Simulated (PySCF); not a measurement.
# Two runs on NH$_{3}$

System: NH$_{3}$, SMILES N.
Method of the first run: GIAO PBE0/pcSseg-1 NMR shielding, non-relativistic, gas phase (PySCF 2.14.0).

The geometry comes from this level: PBE0-D3(BJ)/def2-SVP. Text and figures count atoms from 1; the logs count them from 0 in places.

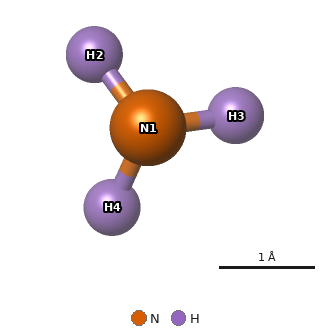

Fig. 1: The input geometry (ball-and-stick view, seen on its broad side; atoms are numbered from 1 in the order of the input). Bond lengths as drawn: H–N 1.02 Å.

## Input, the first run
```
{"job": {"kind": "nmr", "xc": "PBE0", "basis": "pcSseg-1"}, "charge": 0, "multiplicity": 1}
N      0.004882    -0.004355     0.303073
H      0.078569    -0.931059    -0.115780
H     -0.849338     0.398106    -0.081591
H      0.765859     0.537376    -0.105697
```

The first line tells a small driver script what to run in PySCF; the rest is the geometry in Å.

Command:
```bash
OMP_NUM_THREADS=1 python <driver script> task.json out
```

Hardware: 1 CPU thread, shared host.

## Output (the first run)
```
coarse grid: 2928 points
cycle   1  E = -56.4481642848  dE = -9.291e-02  |g| = 3.663e-01  |ddm| = 1.410e+00
cycle   2  E = -56.4342382287  dE =  1.393e-02  |g| = 4.545e-01  |ddm| = 4.957e-01
cycle   3  E = -56.4772857205  dE = -4.305e-02  |g| = 1.896e-02  |ddm| = 2.738e-01
cycle   4  E = -56.4773512123  dE = -6.549e-05  |g| = 2.258e-03  |ddm| = 1.124e-02
cycle   5  E = -56.4773521423  dE = -9.300e-07  |g| = 1.457e-04  |ddm| = 1.360e-03
final grid: 27112 points
cycle   6  E = -56.4793488236  dE = -4.142e-06  |g| = 5.682e-03  |ddm| = 7.498e-03
cycle   7  E = -56.4793446080  dE =  4.216e-06  |g| = 7.356e-03  |ddm| = 7.314e-03
cycle   8  E = -56.4793554113  dE = -1.080e-05  |g| = 6.198e-05  |ddm| = 4.066e-03
cycle   9  E = -56.4793554122  dE = -9.142e-10  |g| = 1.523e-05  |ddm| = 4.768e-05
converged SCF energy = -56.4793554122

GIAO shielding tensors (ppm)
atom      isotropic    diamagn.    paramagn.     s11        s22        s33       span
  0 N      265.672     312.000     -46.328    228.772    284.121    284.123     55.351
  1 H       31.627      30.577       1.050     25.923     26.722     42.236     16.313
  2 H       31.627      30.577       1.050     25.923     26.722     42.237     16.313
  3 H       31.627      30.576       1.050     25.923     26.722     42.236     16.313
```

The input of the second run differs as follows (lines with − go, lines with + come):
```diff
-N      0.004882    -0.004355     0.303073
-H      0.078569    -0.931059    -0.115780
-H     -0.849338     0.398106    -0.081591
-H      0.765859     0.537376    -0.105697
+N      0.005567     0.002694     0.269341
+H      0.924501    -0.196064    -0.106804
+H     -0.630350    -0.700539    -0.086466
+H     -0.289484     0.898682    -0.098925
```

What does this change do to the results?

With the same method and basis, the second run lies 0.07 kcal/mol higher. The HOMO goes from −7.47 to −7.31 eV. The LUMO goes from 1.52 to 1.59 eV. The dipole moment goes from 1.86 to 1.74 D. Of all shieldings, the largest change is that of N1, by +2.1 ppm. The number of SCF iterations is the same.

## Output (the second run)
```
coarse grid: 2928 points
cycle   1  E = -56.4475489453  dE = -8.274e-02  |g| = 3.715e-01  |ddm| = 1.418e+00
cycle   2  E = -56.4339066456  dE =  1.364e-02  |g| = 4.575e-01  |ddm| = 4.923e-01
cycle   3  E = -56.4772374910  dE = -4.333e-02  |g| = 1.785e-02  |ddm| = 2.704e-01
cycle   4  E = -56.4772951227  dE = -5.763e-05  |g| = 2.256e-03  |ddm| = 1.090e-02
cycle   5  E = -56.4772960321  dE = -9.094e-07  |g| = 1.507e-04  |ddm| = 1.336e-03
final grid: 27112 points
cycle   6  E = -56.4792318546  dE = -4.641e-06  |g| = 5.629e-03  |ddm| = 7.741e-03
cycle   7  E = -56.4792280050  dE =  3.850e-06  |g| = 7.192e-03  |ddm| = 7.065e-03
cycle   8  E = -56.4792382669  dE = -1.026e-05  |g| = 5.812e-05  |ddm| = 3.924e-03
cycle   9  E = -56.4792382678  dE = -8.904e-10  |g| = 1.470e-05  |ddm| = 5.183e-05
converged SCF energy = -56.4792382678

GIAO shielding tensors (ppm)
atom      isotropic    diamagn.    paramagn.     s11        s22        s33       span
  0 N      267.729     312.439     -44.710    227.787    287.691    287.711     59.924
  1 H       31.719      30.792       0.927     25.920     26.717     42.520     16.601
  2 H       31.716      30.792       0.924     25.918     26.714     42.516     16.598
  3 H       31.717      30.791       0.926     25.919     26.714     42.517     16.598
```

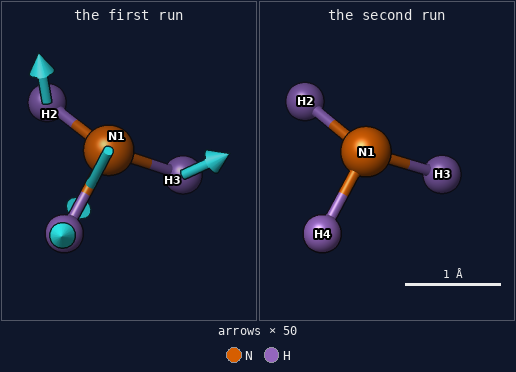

Fig. 2: The two input geometries at one scale (ball-and-stick view, seen at a tilt). The teal arrows on the first give the shifts of the atoms after the best rigid fit, magnified 50 times. N1 moves most after the best rigid fit: 0.028 Å. By element the largest moves are N 0.028 Å, H 0.012 Å. Among the contacts that change: N1–H2 1.020 → 1.013 Å.

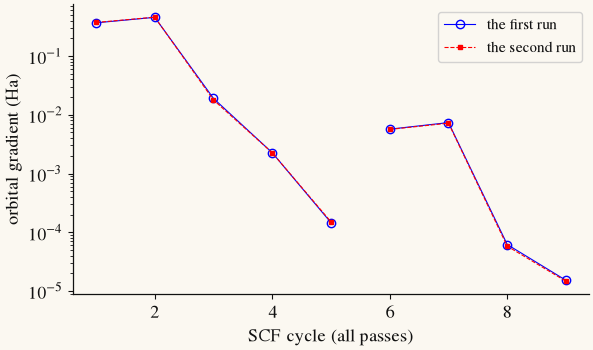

Fig. 3: Convergence of the two runs: orbital gradient against the SCF cycle. A break in a curve parts two SCF passes (coarse and final grid). The first run takes 9 cycles in all, and the second run takes 9.

## The two runs side by side

| quantity | the first run | the second run |
| --- | --- | --- |
| outcome | converged | converged |
| total energy (hartree) | −56.479355 | −56.479238 |
| HOMO (eV) | −7.47 | −7.31 |
| LUMO (eV) | 1.52 | 1.59 |
| dipole moment (D) | 1.86 | 1.74 |
| shielding of N1 (ppm) | 265.7 | 267.7 |
| shielding of H2 (ppm) | 31.6 | 31.7 |
| shielding of H3 (ppm) | 31.6 | 31.7 |
| shielding of H4 (ppm) | 31.6 | 31.7 |
| SCF iterations | 9 | 9 |
| basis functions | 32 | 32 |
| wall time (shared host) | 1 s | 1.3 s |
